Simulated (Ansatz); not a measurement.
## Ligand exchange: BH(CH3)F + GeH3I → BH(CH3)I + GeH3F

Species: BH(CH3)F, singlet; GeH3I `[GeH3][I]`, singlet; BH(CH3)I, singlet; GeH3F (fluorogermane) `[F][GeH3]`, singlet. The partners trade F for I: B–F and Ge–I bonds give way to B–I and Ge–F.

Shapes, held fixed at every level: PBE0-D4/def2-TZVP. Programs: Ansatz 0.2.0. The zero-point and thermal change to 298 K, harmonic and unscaled (PBE0-D4/def2-TZVP), is -2.2 kJ/mol.

| level | kind | ΔH(298 K) (kJ/mol) | less CCSD(T)/def2-TZVPP |
| --- | --- | --- | --- |
| r2SCAN-D4/def2-TZVPP | meta-GGA | +100.0 | +3.9 |
| B3LYP-D4/def2-TZVPP | global hybrid | +103.3 | +7.2 |
| BHLYP-D4/def2-TZVPP | global hybrid | +108.7 | +12.6 |
| r2SCAN0-D4/def2-TZVPP | global hybrid | +104.9 | +8.8 |
| wB97X-V/def2-TZVPP | range-separated hybrid | +100.3 | +4.2 |
| CCSD/def2-SVP | coupled cluster or CI | +110.6 | +14.5 |
| CCSD/def2-TZVPP | coupled cluster or CI | +99.0 | +2.9 |
| CCSD(T)/def2-TZVPP | coupled cluster or CI | +96.1 | 0.0 |

The highest level, CCSD(T)/def2-TZVPP, gives ΔH(298 K) = +96.1 kJ/mol; the levels span +96.1 to +110.6. The column of differences is taken from that level and isn't an error. No measured value is set beside it here. For atoms past krypton def2 sets carry core potentials with scalar relativity. Relativity is left out for Ge. Outer-core shells of Ge, I are correlated, in sets that cover them unevenly.

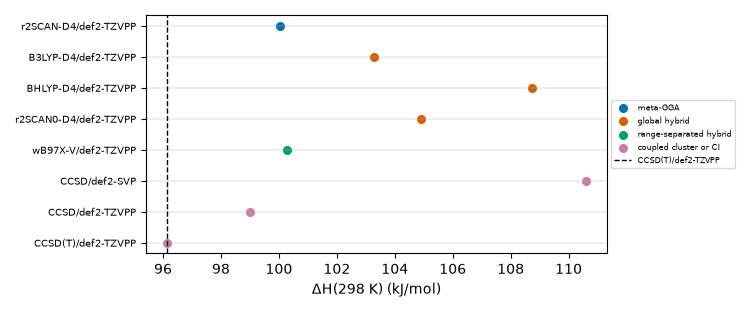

The values of the table, level by level.
